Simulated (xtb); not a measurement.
## Property calculation, with input and output: BSiNH4S (charge −1)

System: BSiNH4S, charge −1, multiplicity 2.
Method: GFN2-xTB, GBSA solvent thf (xtb 6.7.1).

The geometry is that of the parent species in another charge or spin state. The geometry comes from this level: RDKit embedding + MMFF94.

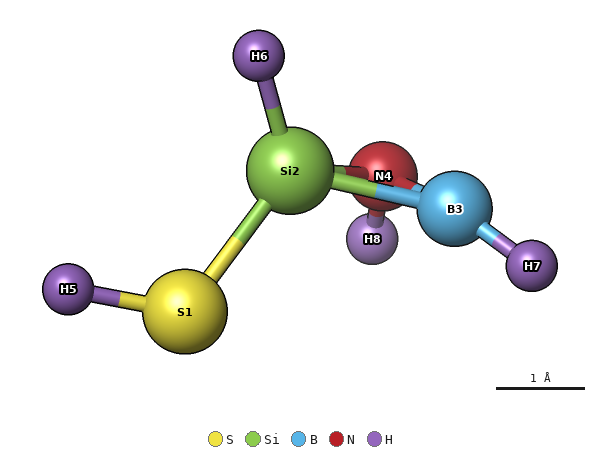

**Figure 1.** The structure as given in the input (ball-and-stick view, seen at a tilt; atoms are numbered from 1 in the order of the input).

Input file
```python
from pathlib import Path
import subprocess as sp
from rdkit import Chem
from rdkit.Chem import AllChem

smiles = "S[SiH]1BN1"
m = Chem.AddHs(Chem.MolFromSmiles(smiles))
params = AllChem.ETKDGv3()
params.randomSeed = 215
AllChem.EmbedMolecule(m, params)
AllChem.MMFFOptimizeMolecule(m)
Path("conf.xyz").write_text(Chem.MolToXYZBlock(m))

cmd = ["xtb", "conf.xyz", "--gbsa", "thf", "--cma", "-c", "-1", "--uhf", "1", "--gfn2", "--vfukui"]
with open("xtb.out", "w") as log:
    sp.run(cmd, stdout=log, stderr=sp.DEVNULL)
print(open("xtb.out").read())
```

File conf.xyz
```
8

S      1.823147    0.792520   -0.478732
Si     0.299457   -0.379662    0.388000
B     -1.451131    0.459718    0.374987
N     -1.190726   -0.803442   -0.447488
H      3.109266    0.295647   -0.433493
H      0.702971   -1.134256    1.603967
H     -2.014656    1.513034    0.477813
H     -1.278328   -0.743559   -1.485054
```

Launched with:
```bash
python run_xtb.py
```

What the program printed
```
* xtb version 6.7.1
   ID    Z sym.   atoms
    1   16 S      1
    2   14 Si     2
    3    5 B      3
    4    7 N      4
    5    1 H      5-8

           -------------------------------------------------
          |                Calculation Setup                |
           -------------------------------------------------

          program call               : xtb conf.xyz --gbsa thf --cma -c -1 --uhf 1 --gfn2 --vfukui
          coordinate file            : conf.xyz
          omp threads                :                     1

           -------------------------------------------------
          |                 G F N 2 - x T B                 |
           -------------------------------------------------

      * Hamiltonian:
        H0-scaling (s, p, d)           1.850000    2.230000    2.230000
        zeta-weighting                 0.500000
      * Dispersion:
        s8                             2.700000
        a1                             0.520000
        a2                             5.000000
        s9                             5.000000
      * Repulsion:
        kExp                           1.500000    1.000000
        rExp                           1.000000
      * Coulomb:
        alpha                          2.000000
        third order                    shell-resolved
        anisotropic                    true
        a3                             3.000000
        a5                             4.000000
        cn-shift                       1.200000
        cn-exp                         4.000000
        max-rad                        5.000000

      * Solvation model:               GBSA
        Solvent                        thf
        Parameter file                 internal GFN2-xTB/GBSA
        Dielectric constant                7.6000E+00
        Reference state                gsolv [1 M gas/solution]
        Free energy shift                  3.3994E-03 Eh       2.1331E+00 kcal/mol
        Temperature                        2.9815E+02 K
        Density                            8.8300E-01 kg/L
        Solvent mass                       7.2106E+01 g/mol
        Interaction kernel             Still
        Born radius scaling (c1)           1.5128E+00
        Born radii integrator          GBOBC
        Born offset                        6.0704E-04 a0       1.1471E-03 AA
        H-bond correction              true
        Ion screening                  false
        Surface tension                    1.0000E-05 Eh       1.5569E+01 dyn/cm
        Grid points                               230 per atom

          ...................................................
          :                      SETUP                      :
          :.................................................:
          :  # basis functions                  32          :
          :  # atomic orbitals                  30          :
          :  # shells                           14          :
          :  # electrons                        23          :
          :  max. iterations                   250          :
          :  Hamiltonian                  GFN2-xTB          :
          :  restarted?                      false          :
          :  GBSA solvation                   true          :
          :  PC potential                    false          :
          :  electronic temp.          300.0000000     K    :
          :  accuracy                    1.0000000          :
          :  -> integral cutoff          0.2500000E+02      :
          :  -> integral neglect         0.1000000E-07      :
          :  -> SCF convergence          0.1000000E-05 Eh   :
          :  -> wf. convergence          0.1000000E-03 e    :
          :  Broyden damping             0.4000000          :
          :  net charge                         -1          :
          :  unpaired electrons                  1          :
          ...................................................

 iter      E             dE          RMSdq      gap      omega  full diag
   1    -10.9992600 -0.109993E+02  0.119E+01    0.39       0.0  T
   2    -10.8874072  0.111853E+00  0.101E+01    3.06       1.0  T
   3    -11.0820791 -0.194672E+00  0.105E+01    0.58       1.0  T
   4    -11.3600177 -0.277939E+00  0.583E+00    0.31       1.0  T
   5    -11.3356062  0.244115E-01  0.511E+00    0.43       1.0  T
   6    -11.3829508 -0.473446E-01  0.300E+00    0.42       1.0  T
   7    -11.4139091 -0.309583E-01  0.812E-01    0.47       1.0  T
   8    -11.4147307 -0.821554E-03  0.593E-01    0.48       1.0  T
   9    -11.4136864  0.104432E-02  0.615E-01    0.47       1.0  T
  10    -11.4149711 -0.128476E-02  0.191E-01    0.50       1.0  T
  11    -11.4149407  0.303785E-04  0.237E-01    0.50       1.0  T
  12    -11.4149744 -0.336721E-04  0.180E-01    0.50       1.0  T
  13    -11.4149993 -0.248800E-04  0.487E-02    0.50       1.0  T
  14    -11.4150005 -0.118464E-05  0.290E-02    0.50       1.2  T
  15    -11.4150004  0.785053E-07  0.119E-02    0.50       3.0  T
  16    -11.4150007 -0.298351E-06  0.412E-03    0.50       8.6  T
  17    -11.4150007 -0.539722E-07  0.183E-03    0.50      19.3  T
  18    -11.4150008 -0.822737E-08  0.108E-03    0.50      32.8  T
  19    -11.4150008 -0.128619E-08  0.361E-04    0.50      97.9  T
  20    -11.4150008 -0.382645E-10  0.268E-04    0.50     132.2  T

   *** convergence criteria satisfied after 20 iterations ***

         #    Occupation            Energy/Eh            Energy/eV
      -------------------------------------------------------------
         1        2.0000           -0.6749348             -18.3659
       ...           ...                  ...                  ...
         6        2.0000           -0.4148250             -11.2880
         7        2.0000           -0.3746261             -10.1941
         8        2.0000           -0.3554859              -9.6733
         9        2.0000           -0.3384433              -9.2095
        10        2.0000           -0.3372816              -9.1779
        11        2.0000           -0.2546277              -6.9288
        12        0.9999           -0.1671957              -4.5496 (HOMO)
        13        0.0001           -0.1487684              -4.0482 (LUMO)
        14                         -0.1266844              -3.4473
        15                         -0.0835077              -2.2724
        16                         -0.0286206              -0.7788
        17                         -0.0275032              -0.7484
       ...                                ...                  ...
        30                          0.8706695              23.6921
      -------------------------------------------------------------
                  HL-Gap            0.0184273 Eh            0.5014 eV
             Fermi-level           -0.1844469 Eh           -5.0191 eV

 SCC (total)                   0 d,  0 h,  0 min,  0.008 sec
 SCC setup                      ...        0 min,  0.000 sec (  3.076%)
 Dispersion                     ...        0 min,  0.000 sec (  0.487%)
 classical contributions        ...        0 min,  0.000 sec (  0.220%)
 integral evaluation            ...        0 min,  0.001 sec ( 12.369%)
 iterations                     ...        0 min,  0.005 sec ( 61.618%)
 molecular gradient             ...        0 min,  0.002 sec ( 20.817%)
 printout                       ...        0 min,  0.000 sec (  1.171%)

         :::::::::::::::::::::::::::::::::::::::::::::::::::::
         ::                     SUMMARY                     ::
         :::::::::::::::::::::::::::::::::::::::::::::::::::::
         :: total energy             -11.337814784482 Eh    ::
         :: total w/o Gsasa/hb       -11.325583536289 Eh    ::
         :: gradient norm              0.084523840498 Eh/a0 ::
         :: HOMO-LUMO gap              0.501432053399 eV    ::
         ::.................................................::
         :: SCC energy               -11.414997554253 Eh    ::
         :: -> isotropic ES            0.164670671081 Eh    ::
         :: -> anisotropic ES         -0.002835481963 Eh    ::
         :: -> anisotropic XC         -0.001349096743 Eh    ::
         :: -> dispersion             -0.006604843707 Eh    ::
         :: -> Gsolv                  -0.086071248045 Eh    ::
         ::    -> Gelec               -0.073839999852 Eh    ::
         ::    -> Gsasa               -0.008872423910 Eh    ::
         ::    -> Ghb                 -0.006758189340 Eh    ::
         ::    -> Gshift               0.003399365057 Eh    ::
         :: repulsion energy           0.077182769771 Eh    ::
         :: add. restraining           0.000000000000 Eh    ::
         :: total charge              -1.000000000000 e     ::
         :::::::::::::::::::::::::::::::::::::::::::::::::::::

Fukui index Calculation

Run single point for reduced species

 iter      E             dE          RMSdq      gap      omega  full diag
   1    -11.4864743 -0.114865E+02  0.407E+00    0.50       0.0  T
   2    -11.2721167  0.214358E+00  0.725E+00    0.30       1.0  T
   3    -11.5461534 -0.274037E+00  0.372E+00    0.41       1.0  T
   4    -11.5461790 -0.255655E-04  0.351E+00    0.42       1.0  T
   5    -11.4331510  0.113028E+00  0.918E+00    0.49       1.0  T
   6    -11.5187351 -0.855841E-01  0.605E+00    0.45       1.0  T
   7    -11.5085267  0.102084E-01  0.593E+00    0.48       1.0  T
   8    -11.5288620 -0.203353E-01  0.424E+00    0.49       1.0  T
   9    -11.5416674 -0.128054E-01  0.286E+00    0.49       1.0  T
  10    -11.5510467 -0.937931E-02  0.110E+00    0.50       1.0  T
  11    -11.5509400  0.106729E-03  0.570E-01    0.52       1.0  T
  12    -11.5516825 -0.742559E-03  0.454E-01    0.52       1.0  T
  13    -11.5522763 -0.593758E-03  0.218E-01    0.53       1.0  T
  14    -11.5523478 -0.715363E-04  0.589E-02    0.53       1.0  T
  15    -11.5523488 -0.920916E-06  0.302E-02    0.53       1.2  T
  16    -11.5523488  0.200054E-08  0.135E-02    0.53       2.6  T
  17    -11.5523492 -0.428423E-06  0.603E-03    0.53       5.9  T
  18    -11.5523493 -0.818615E-07  0.315E-03    0.53      11.2  T
  19    -11.5523493 -0.274241E-08  0.155E-03    0.53      22.8  T
  20    -11.5523493 -0.452268E-08  0.798E-04    0.53      44.3  T
  21    -11.5523493  0.366878E-09  0.778E-04    0.53      45.4  T
     SCC iter.                  ...        0 min,  0.004 sec
     gradient                   ...        0 min,  0.002 sec

Run single point for oxidized species

 iter      E             dE          RMSdq      gap      omega  full diag
   1    -11.1488743 -0.111489E+02  0.407E+00    2.38       0.0  T
   2    -11.1836227 -0.347484E-01  0.530E+00    2.00       1.0  T
   3    -11.1992092 -0.155865E-01  0.460E+00    2.07       1.0  T
   4    -11.1531913  0.460179E-01  0.365E+00    1.87       1.0  T
   5    -11.2063621 -0.531708E-01  0.942E-01    2.20       1.0  T
   6    -11.2076888 -0.132671E-02  0.556E-01    2.14       1.0  T
   7    -11.2082427 -0.553927E-03  0.211E-01    2.17       1.0  T
   8    -11.2082529 -0.102058E-04  0.139E-01    2.16       1.0  T
   9    -11.2082602 -0.726670E-05  0.768E-02    2.16       1.0  T
  10    -11.2082622 -0.202984E-05  0.228E-02    2.17       1.5  T
  11    -11.2082631 -0.934162E-06  0.891E-03    2.17       4.0  T
  12    -11.2082631  0.122197E-07  0.450E-03    2.17       7.9  T
  13    -11.2082631 -0.242618E-07  0.234E-03    2.17      15.1  T
  14    -11.2082632 -0.152020E-07  0.107E-03    2.17      33.1  T
  15    -11.2082632 -0.152389E-08  0.254E-04    2.17     139.0  T
  16    -11.2082632 -0.486988E-10  0.111E-04    2.17     318.7  T
     SCC iter.                  ...        0 min,  0.003 sec
     gradient                   ...        0 min,  0.002 sec

Fukui functions:
     #        f(+)     f(-)     f(0)
     1S       0.209    0.183    0.196
     2Si      0.080    0.083    0.081
     3B      -0.009    0.067    0.029
     4N       0.100    0.097    0.098
     5H       0.054    0.080    0.067
     6H       0.311    0.197    0.254
     7H       0.162    0.169    0.165
     8H       0.094    0.124    0.109
           -------------------------------------------------
          |                Property Printout                |
           -------------------------------------------------

    * Orbital Energies and Occupations

         #    Occupation            Energy/Eh            Energy/eV
      -------------------------------------------------------------
         1        2.0000           -0.6749348             -18.3659
         2        2.0000           -0.6107165             -16.6184
         3        2.0000           -0.5021194             -13.6634
         4        2.0000           -0.4407560             -11.9936
         5        2.0000           -0.4302883             -11.7087
         6        2.0000           -0.4148250             -11.2880
         7        2.0000           -0.3746261             -10.1941
         8        2.0000           -0.3554859              -9.6733
         9        2.0000           -0.3384433              -9.2095
        10        2.0000           -0.3372816              -9.1779
        11        2.0000           -0.2546277              -6.9288
        12        0.9999           -0.1671957              -4.5496 (HOMO)
        13        0.0001           -0.1487684              -4.0482 (LUMO)
        14                         -0.1266844              -3.4473
        15                         -0.0835077              -2.2724
        16                         -0.0286206              -0.7788
        17                         -0.0275032              -0.7484
        18                          0.0203282               0.5532
        19                          0.0283231               0.7707
        20                          0.0480169               1.3066
        21                          0.0780399               2.1236
        22                          0.0903240               2.4578
        23                          0.1168702               3.1802
       ...                                ...                  ...
        30                          0.8706695              23.6921
      -------------------------------------------------------------
                  HL-Gap            0.0184273 Eh            0.5014 eV
             Fermi-level           -0.1844469 Eh           -5.0191 eV

     #   Z          covCN         q      C6AA      α(0)
     1  16 S        1.797    -0.642   170.777    21.996
     2  14 Si       3.550     0.362   102.569    19.508
     3   5 B        2.703     0.137    19.374     7.384
     4   7 N        2.510    -0.494    33.164     8.552
     5   1 H        0.919     0.143     1.439     1.876
     6   1 H        0.911    -0.293    21.412     7.238
     7   1 H        0.927    -0.261    16.797     6.409
     8   1 H        0.858     0.048     2.360     2.407

 Mol. C6AA /au·bohr⁶  :       1990.566280
 Mol. C8AA /au·bohr⁸  :      73191.215365
 Mol. α(0) /au        :         75.370167

Wiberg/Mayer (AO) data.
largest (>0.10) Wiberg bond orders for each atom

 ---------------------------------------------------------------------------
     #   Z sym  total        # sym  WBO       # sym  WBO       # sym  WBO
 ---------------------------------------------------------------------------
     1  16 S    1.950 --     5 H    0.904     2 Si   0.800     3 B    0.117
     2  14 Si   3.624 --     3 B    1.093     4 N    0.907     1 S    0.800
                             6 H    0.754
     3   5 B    3.340 --     4 N    1.116     2 Si   1.093     7 H    0.915
                             1 S    0.117
     4   7 N    3.098 --     3 B    1.116     8 H    0.964     2 Si   0.907
     5   1 H    0.979 --     1 S    0.904
     6   1 H    0.913 --     2 Si   0.754
     7   1 H    0.932 --     3 B    0.915
     8   1 H    0.997 --     4 N    0.964
 ---------------------------------------------------------------------------

Topologies differ in total number of bonds
Writing topology from bond orders to xtbtopo.mol

molecular dipole:
                 x           y           z       tot (Debye)
 q only:       -0.040      -0.532       0.095
   full:        0.158      -0.606       0.538       2.098
molecular quadrupole (traceless):
                xx          xy          yy          xz          yz          zz
 q only:       -4.509       0.403      -0.282      -0.279      -0.664       4.791
  q+dip:       -8.835       4.581       2.764       1.053      -0.375       6.071
   full:       -7.172       3.654       1.993       1.280       1.230       5.179

           -------------------------------------------------
          | TOTAL ENERGY              -11.337814784482 Eh   |
          | GRADIENT NORM               0.084523840498 Eh/α |
          | HOMO-LUMO GAP               0.501432053399 eV   |
           -------------------------------------------------

------------------------------------------------------------------------
------------------------------------------------------------------------
 total:
 *  cpu-time:     0 d,  0 h,  0 min,  0.031 sec
 * ratio c/w:     0.999 speedup
 SCF:
 *  cpu-time:     0 d,  0 h,  0 min,  0.008 sec
 * ratio c/w:     0.997 speedup
```

Results in brief

- outcome: converged
- electrons treated: 23
- total energy: −11.337815 hartree
- dispersion energy: −0.006605 hartree
- solvation energy: −0.086071 hartree
- basis functions: 32
- hardware: 1 thread of AMD EPYC (Zen 3), 192 GiB of memory available, shared host
- peak memory: 0.079 GiB
